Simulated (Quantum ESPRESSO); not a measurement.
# Collinear magnetic orders of SrFeO3 with Quantum ESPRESSO

A self-consistent run ends on one state, which hangs on the start. Several orders of SrFeO3 are started in Quantum ESPRESSO and their energies compared.

Method: LDA with U = 4.5 eV on Fe d (ortho-atomic projectors); plane waves with GBRV 1.5 LDA potentials, no spin-orbit coupling, in Quantum ESPRESSO 7.5.

Experimental background.

For SrFeO3, cubic perovskite (floating-zone crystal annealed at 5 kbar oxygen, 2 K), “Neutron diffraction study of spin and charge ordering in SrFeO(3-delta)” (2012, arxiv:1207.0921) gives, by single-crystal neutron diffraction: moment (ordered Fe4+ moment in helical phase I) 2.96 ± 0.012 μB.

Report form: the programs' logs are mostly left out.

## (1) The structure

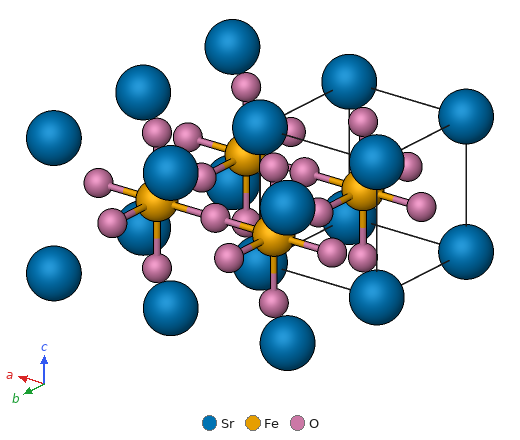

The starting structure, seen from a free direction (strontium blue, iron orange, oxygen pink). 2×2×1 cells are drawn. Some periodic images of atoms are drawn too.

The cell comes from Materials Project 2023-11-01, a database of computed structures, and need not be the stable phase.

## (2) Run 1 (ferro +)

The signs are those of the starting moments on the seeded atoms, the atoms that are given a moment.

pw.in reads:

```
&CONTROL
  calculation = 'scf'
  prefix = 'pwscf'
  outdir = './tmp'
  pseudo_dir = './pseudo'
  disk_io = 'nowf'
/
&SYSTEM
  ibrav = 0
  celldm(1) = 8
  nat = 5
  ntyp = 3
  ecutwfc = 40
  ecutrho = 280
  nbnd = 33
  occupations = 'smearing'
  smearing = 'fd'
  degauss = 0.00367493
  nspin = 2
  starting_magnetization(1) = 0
  starting_magnetization(2) = 0.25
  starting_magnetization(3) = 0
/
&ELECTRONS
  conv_thr = 1d-08
  electron_maxstep = 150
  mixing_beta = 0.3
/
ATOMIC_SPECIES
Sr     87.6200 sr_lda_v1.uspp.F.UPF
Fe     55.8450 fe_lda_v1.5.uspp.F.UPF
O      15.9990 o_lda_v1.2.uspp.F.UPF
CELL_PARAMETERS alat
   0.9044261814408    0.0000000000000    0.0000000000000
   0.0000000000000    0.9044261814408    0.0000000000000
   0.0000000000000    0.0000000000000    0.9044261814408
ATOMIC_POSITIONS crystal
Sr      0.0000000000    0.0000000000    0.0000000000
Fe      0.5000000000    0.5000000000    0.5000000000
O       0.0000000000    0.5000000000    0.5000000000
O       0.5000000000    0.0000000000    0.5000000000
O       0.5000000000    0.5000000000    0.0000000000
K_POINTS automatic
6 6 6 0 0 0
HUBBARD {ortho-atomic}
U Fe-3d 4.5000
```

Command:

```sh
OMP_NUM_THREADS=1 mpirun -n 4 pw.x -nk 4 -in pw.in > pw.out
```

Elapsed: 9.5 s, on 4 MPI ranks of Intel Xeon Platinum 8488C (Sapphire Rapids), shared host; peak memory 0.43 GiB; 37 s of CPU time.

Spin moment in the atom's sphere by atom:

| atom | spin moment in the atom's sphere (μB) |
| --- | --- |
| Sr1 | 0.01 |
| Fe2 | 3.43 |
| O3 | 0.09 |
| O4 | 0.09 |
| O5 | 0.09 |

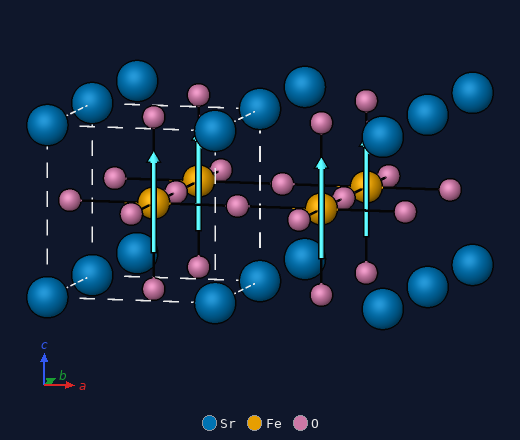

Spin moment in the atom's sphere as arrows, the longest 3.43 μB. Up and down stand for the sign. Arrows give size and sign along the axis of quantisation, drawn up and down the page. 2×2×1 cells are drawn. Some periodic images of atoms are drawn too.

Read from the output:

```yaml
smearing_term_ts: 0.004185 eV
magnetization: 4.081 μB
absolute_magnetization: 4.238 μB
final_state: ferromagnetic
```

## (3) Run 2, typed as antiferro q=(0,1/2,1/2) +−

This order needs a doubled cell of 10 atoms. The wavevector q is in fractions of the reciprocal vectors of the crystal's primitive cell, as the cells of these inputs are built from it; moments change sign between cells as cos(2π q·R).

pw.in reads:

```
&CONTROL
  calculation = 'scf'
  prefix = 'pwscf'
  outdir = './tmp'
  pseudo_dir = './pseudo'
  disk_io = 'nowf'
/
&SYSTEM
  ibrav = 0
  celldm(1) = 8
  nat = 10
  ntyp = 4
  ecutwfc = 40
  ecutrho = 280
  nbnd = 58
  occupations = 'smearing'
  smearing = 'fd'
  degauss = 0.00367493
  nspin = 2
  starting_magnetization(1) = 0
  starting_magnetization(2) = 0.25
  starting_magnetization(3) = -0.25
  starting_magnetization(4) = 0
/
&ELECTRONS
  conv_thr = 2d-08
  electron_maxstep = 150
  mixing_beta = 0.3
/
ATOMIC_SPECIES
Sr     87.6200 sr_lda_v1.uspp.F.UPF
Fe1    55.8450 fe_lda_v1.5.uspp.F.UPF
Fe2    55.8450 fe_lda_v1.5.uspp.F.UPF
O      15.9990 o_lda_v1.2.uspp.F.UPF
CELL_PARAMETERS alat
   0.9044261814408    0.0000000000000    0.0000000000000
   0.0000000000000    1.8088523628816    0.0000000000000
   0.0000000000000    0.9044261814408    0.9044261814408
ATOMIC_POSITIONS crystal
Sr      0.0000000000    0.0000000000    0.0000000000
Sr      0.0000000000    0.5000000000    0.0000000000
Fe1     0.5000000000    0.0000000000    0.5000000000
Fe2     0.5000000000    0.5000000000    0.5000000000
O       0.0000000000    0.0000000000    0.5000000000
O       0.0000000000    0.5000000000    0.5000000000
O       0.5000000000    0.7500000000    0.5000000000
O       0.5000000000    0.2500000000    0.5000000000
O       0.5000000000    0.2500000000    0.0000000000
O       0.5000000000    0.7500000000    0.0000000000
K_POINTS automatic
6 3 6 0 0 0
HUBBARD {ortho-atomic}
U Fe1-3d 4.5000
U Fe2-3d 4.5000
```

It took 54 s on 4 MPI ranks; peak memory 0.85 GiB.

Spin moment in the atom's sphere by atom:

| atom | spin moment in the atom's sphere (μB) |
| --- | --- |
| Sr1 | 0.00 |
| Sr2 | 0.00 |
| Fe3 | 3.36 |
| Fe4 | -3.36 |
| O5 | 0.07 |
| O6 | -0.07 |
| O7 | 0.00 |
| O8 | 0.00 |
| O9 | 0.00 |
| O10 | 0.00 |

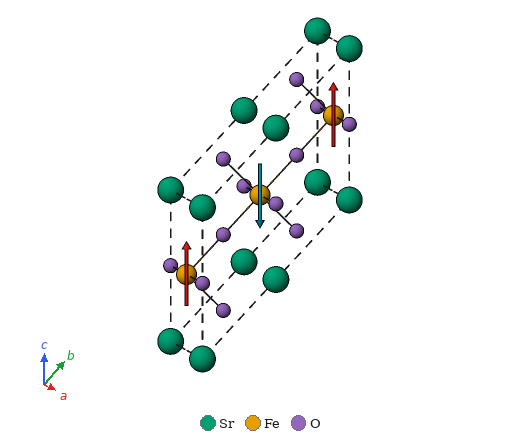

Spin moment in the atom's sphere as arrows, the longest 3.36 μB. Up and down stand for the sign. Arrows give size and sign along the axis of quantisation, drawn up and down the page. The two directions have two colours. Some periodic images of atoms are drawn too.

This step gave:

- smearing term TS: 0.02356 eV
- magnetization: 0 μB
- absolute magnetization: 7.767 μB
- final state: antiferromagnetic

## (4) Start 3: antiferro q=(0,0,1/2) +−

This order needs a doubled cell of 10 atoms.

pw.in reads:

```
&CONTROL
  calculation = 'scf'
  prefix = 'pwscf'
  outdir = './tmp'
  pseudo_dir = './pseudo'
  disk_io = 'nowf'
/
&SYSTEM
  ibrav = 0
  celldm(1) = 8
  nat = 10
  ntyp = 4
  ecutwfc = 40
  ecutrho = 280
  nbnd = 58
  occupations = 'smearing'
  smearing = 'fd'
  degauss = 0.00367493
  nspin = 2
  starting_magnetization(1) = 0
  starting_magnetization(2) = 0.25
  starting_magnetization(3) = -0.25
  starting_magnetization(4) = 0
/
&ELECTRONS
  conv_thr = 2d-08
  electron_maxstep = 150
  mixing_beta = 0.3
/
ATOMIC_SPECIES
Sr     87.6200 sr_lda_v1.uspp.F.UPF
Fe1    55.8450 fe_lda_v1.5.uspp.F.UPF
Fe2    55.8450 fe_lda_v1.5.uspp.F.UPF
O      15.9990 o_lda_v1.2.uspp.F.UPF
CELL_PARAMETERS alat
   0.9044261814408    0.0000000000000    0.0000000000000
   0.0000000000000    0.9044261814408    0.0000000000000
   0.0000000000000    0.0000000000000    1.8088523628816
ATOMIC_POSITIONS crystal
Sr      0.0000000000    0.0000000000    0.0000000000
Sr      0.0000000000    0.0000000000    0.5000000000
Fe1     0.5000000000    0.5000000000    0.2500000000
Fe2     0.5000000000    0.5000000000    0.7500000000
O       0.0000000000    0.5000000000    0.2500000000
O       0.0000000000    0.5000000000    0.7500000000
O       0.5000000000    0.0000000000    0.2500000000
O       0.5000000000    0.0000000000    0.7500000000
O       0.5000000000    0.5000000000    0.0000000000
O       0.5000000000    0.5000000000    0.5000000000
K_POINTS automatic
6 6 3 0 0 0
HUBBARD {ortho-atomic}
U Fe1-3d 4.5000
U Fe2-3d 4.5000
```

It took 40 s on 4 MPI ranks; peak memory 0.7 GiB.

Spin moment in the atom's sphere by atom:

| atom | spin moment in the atom's sphere (μB) |
| --- | --- |
| Sr1 | 0.00 |
| Sr2 | 0.00 |
| Fe3 | 3.38 |
| Fe4 | -3.38 |
| O5 | 0.07 |
| O6 | -0.07 |
| O7 | 0.07 |
| O8 | -0.07 |
| O9 | 0.00 |
| O10 | 0.00 |

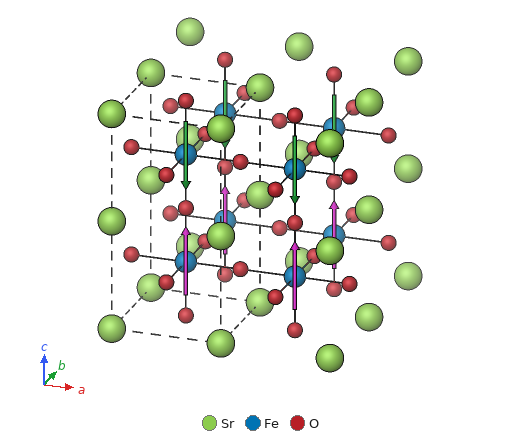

Spin moment in the atom's sphere as arrows, the longest 3.38 μB. Up and down stand for the sign. Arrows give size and sign along the axis of quantisation, drawn up and down the page. The two directions have two colours. 2×2×1 cells are drawn. Some periodic images of atoms are drawn too.

Read from the output:

| Property | Result |
| --- | --- |
| smearing term TS | 0.01743 eV |
| magnetization | 0 μB |
| absolute magnetization | 8.075 μB |
| final state | antiferromagnetic |

## (5) The states side by side

An order is kept where moments of 0.15 μB or more survive with the typed signs; meshes match where a doubled cell samples the same k points as the first cell.

Orders:

| start | final state | typed order kept | energy over the lowest (meV a seeded atom) | largest site moment (μB) | net moment (μB a cell of the first run) | mesh matched | CPU time (s) |
| --- | --- | --- | --- | --- | --- | --- | --- |
| ferro + | ferromagnetic | yes | 0 | 3.434 | 4.081 | yes | 36.87 |
| antiferro q=(0,1/2,1/2) +- | antiferromagnetic | yes | 187.2 | 3.356 | 0 | yes | 216.9 |
| antiferro q=(0,0,1/2) +- | antiferromagnetic | yes | 86.55 | 3.383 | 0 | yes | 158.2 |

## (6) A Heisenberg model

E = −Σ J e·e over ordered pairs of unit vectors, so each pair counts twice. As many shells are taken as there are differences of energy, so the couplings are solved for and no residual tests the model; further shells are folded in, and shells whose pairs keep their relative signs in all orders cancel and are not probed. Couplings from the energies:

| pair | distance (Å) | neighbours an atom | J (meV) |
| --- | --- | --- | --- |
| Fe-Fe | 3.829 | 6 | 25.16 |
| Fe-Fe | 5.415 | 12 | -0.88 |

## (7) The lowest state again, with its states saved

pw.in reads:

```
&CONTROL
  calculation = 'scf'
  prefix = 'pwscf'
  outdir = './tmp'
  pseudo_dir = './pseudo'
  disk_io = 'low'
/
&SYSTEM
  ibrav = 0
  celldm(1) = 8
  nat = 5
  ntyp = 3
  ecutwfc = 40
  ecutrho = 280
  nbnd = 37
  occupations = 'smearing'
  smearing = 'fd'
  degauss = 0.00367493
  nspin = 2
  starting_magnetization(1) = 0
  starting_magnetization(2) = 0.25
  starting_magnetization(3) = 0
/
&ELECTRONS
  conv_thr = 1d-08
  electron_maxstep = 150
  mixing_beta = 0.3
/
ATOMIC_SPECIES
Sr     87.6200 sr_lda_v1.uspp.F.UPF
Fe     55.8450 fe_lda_v1.5.uspp.F.UPF
O      15.9990 o_lda_v1.2.uspp.F.UPF
CELL_PARAMETERS alat
   0.9044261814408    0.0000000000000    0.0000000000000
   0.0000000000000    0.9044261814408    0.0000000000000
   0.0000000000000    0.0000000000000    0.9044261814408
ATOMIC_POSITIONS crystal
Sr      0.0000000000    0.0000000000    0.0000000000
Fe      0.5000000000    0.5000000000    0.5000000000
O       0.0000000000    0.5000000000    0.5000000000
O       0.5000000000    0.0000000000    0.5000000000
O       0.5000000000    0.5000000000    0.0000000000
K_POINTS automatic
6 6 6 0 0 0
HUBBARD {ortho-atomic}
U Fe-3d 4.5000
```

Run time: 10 s. Hardware: 4 MPI ranks; peak memory 0.43 GiB; 40 s of CPU time.

Read from the output:

| Item | Value |
| --- | --- |
| smearing term TS | 0.004185 eV |
| magnetization | 4.081 μB |
| absolute magnetization | 4.238 μB |
| final state | ferromagnetic |
| largest moment | 3.435 μB |

## (8) Löwdin moments

projwfc.x projects the saved states on orthogonalised atomic orbitals of the pseudopotential files.

Elapsed: 1.9 s, on 4 MPI ranks; peak memory 0.07 GiB.

| atom | moment in the sphere (μB) | Löwdin moment (μB) | Löwdin charge (e) |
| --- | --- | --- | --- |
| Sr1 | 0.008 | 0.012 | 9.723 |
| Fe2 | 3.434 | 3.768 | 15.214 |
| O3 | 0.087 | 0.101 | 6.330 |
| O4 | 0.087 | 0.101 | 6.330 |
| O5 | 0.087 | 0.101 | 6.330 |

## (9) Occupations of the corrected shells in the lowest state

Occupations of the Hubbard shells:

| block | type | shell | spin | electrons | occupation numbers |
| --- | --- | --- | --- | --- | --- |
| 2 | Fe | 3d | up | 4.735 | 0.873 0.873 0.996 0.996 0.996 |
| 2 | Fe | 3d | down | 1.016 | 0.157 0.157 0.157 0.272 0.272 |

## (10) Outcome

| Property | Result |
| --- | --- |
| lowest state found | ferromagnetic (from ferro +) |
| largest site moment | 3.43 μB |
| next state with moments | antiferromagnetic, 86.6 meV a seeded atom higher |
| J of the weightiest shell (Fe-Fe, 3.83 Å; E = −Σ J e·e, ordered pairs) | 25.2 meV |

The largest moment changes by 2.3 % between the kept orders, as for well localised moments. The largest moment reads 3.43 μB in the sphere and 3.77 μB by Löwdin projection; a site moment hangs on how space is shared out. This is the lowest of 3 collinear or spinless starts, no proof of the ground state. A computed site moment is spin alone and hangs on the region that is counted: the program's spheres do not touch and miss the tail of the moment. Measured moments hold any orbital part as well, and belong to the order of the sample, which need not be the order of this run.

Calculation against experiment:

| quantity | measured | in the sphere | projected shell |
| --- | --- | --- | --- |
| moment (Fe) (μB) | 2.96 | 3.43 (+16.0 %) | 3.72 (+25.7 %) |

Measured values from arxiv:1207.0921 (2012).

Verdict: For the moment, of the levels listed nearest comes in the sphere (+16.0 %) and farthest projected shell (+25.7 %). No cell relaxation is part of this session.

[Logs and program files are shortened in this print: banners, set-up blocks, solver, clock and traceback lines can be left out without a mark of their own.]

[Logs are printed without paths, hosts, clocks, repeated set-up lines and the standing remarks that a program may print on its own settings, such as how far it seeks lower states.]

[Hosts, paths, dates, database ids (printed as entryN), source tags and the programs' standing remarks are cut or masked in the printed files.]

[Where a cell is said to come from a database of computed structures, the database is the Materials Project.]
